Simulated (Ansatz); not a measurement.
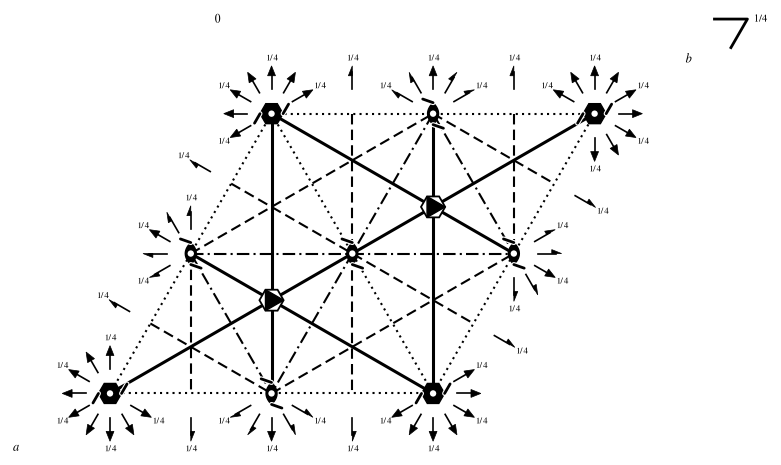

Symmetry elements of a space group, projected down c, computed from the operations of a computed or model structure of composition Lu, which need not be its known form.

Symbols follow the International Tables: origin at the upper left, the third axis towards the viewer; heavy, dashed, dotted, dash-dotted and dash-dot-dot lines are mirror, in-plane glide, out-of-plane glide, diagonal (n; with arrows d) and double (e) glide planes seen edge on; arrows at the rim are 2 (full head) and 2₁ (half head) axes in the plane; the corner sign is a plane parallel to the page; fractions are heights. Handed screw axes carry their printed symbol instead of tails.

Question: Which space group is it?

Answer: No. 194, P6₃/mmc; primitive hexagonal, point group 6/mmm, 24 general positions a cell.

Question: List the elements shown.

Answer: −6 axes along c at (1/3, 2/3), (2/3, 1/3); 6₃ axes along c at (0, 0); 2₁ axes along c at (0, 1/2), (1/2, 0), (1/2, 1/2); inversion centres at (0, 0), (0, 1/2), (1/2, 0), (1/2, 1/2); mirror planes holding c and [1 2 0] or [2 1 0] or [−1 1 0]; in-plane glide planes holding c and [1 2 0] or [2 1 0] or [−1 1 0]; c glide planes normal to a*, at x = 0; n glide planes normal to a*, at x = 1/2; c glide planes normal to b*, at y = 0; n glide planes normal to b*, at y = 1/2; c glide planes holding c and [1 1 0]; diagonal glide planes holding c and [1 1 0]; a mirror plane normal to c at height 1/4; 2 axes along [1 1 0] at height 0; 2 axes along [1 2 0] at height 1/4; 2 axes along [2 1 0] at height 1/4; 2 axes along [−1 1 0] at height 1/4; 2 axes along a at height 0; 2 axes along b at height 0; 2₁ axes along [1 1 0] at height 0; 2₁ axes along [1 2 0] at height 1/4; 2₁ axes along [2 1 0] at height 1/4; 2₁ axes along [−1 1 0] at height 1/4; 2₁ axes along a at height 0; 2₁ axes along b at height 0. Heights repeat every half period; positions are (a, b) fractions, modulo 1.

Question: Write the general positions (in any order).

Answer: x, y, z
−x, −y, −z
x−y, x, z+1/2
−x+y, −x, −z+1/2
−y, x−y, z
y, −x+y, −z
−x, −y, z+1/2
x, y, −z+1/2
−x+y, −x, z
x−y, x, −z
y, −x+y, z+1/2
−y, x−y, −z+1/2
−y, −x, −z+1/2
y, x, z+1/2
−x, −x+y, −z
x, x−y, z
−x+y, y, −z+1/2
x−y, −y, z+1/2
y, x, −z
−y, −x, z
x, x−y, −z+1/2
−x, −x+y, z+1/2
x−y, −y, −z
−x+y, y, z
